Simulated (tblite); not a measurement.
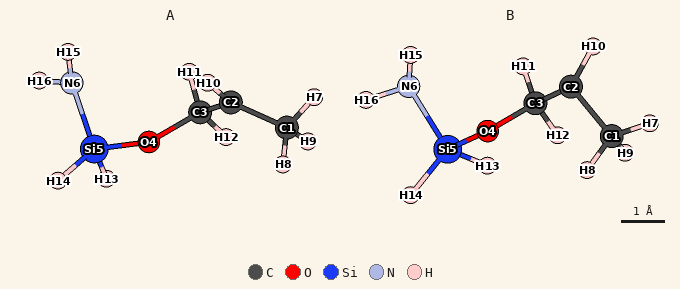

Two geometries of C₃H₁₀NOSi (multiplicity 2), drawn at one scale. One is the start of a relaxation, the other its converged end. A ball-and-stick model, seen at a tilt.

The calculation used tblite 0.8.0, GFN2-xTB geometry optimisation, gas phase. 

Q: Which geometry has the lower energy?

A: Structure A is the relaxed one. The largest move after the best rigid fit is that of H10, 1.64 Å. Largest moves by element: H 1.64 Å, O 0.48 Å, C 0.41 Å, Si 0.32 Å, N 0.11 Å. Among the contacts that change: O4–Si5 1.739 → 1.617 Å, Si5–N6 1.809 → 1.729 Å, N6–H15 1.072 → 1.009 Å, N6–H16 1.059 → 1.006 Å. Among the angles between lasting bonds that change: C3–O4–Si5 104.6° → 128.6°, C1–C2–C3 106.0° → 123.1°, Si5–N6–H16 104.8° → 118.8°. Groups turn about Si5–N6 by about 50°, O4–Si5 by about 25°. After 142 geometry steps the energy has fallen by 135.0 kJ/mol. The run took 0.84 s on 1 thread of Arm Neoverse V1, with other jobs on the host.
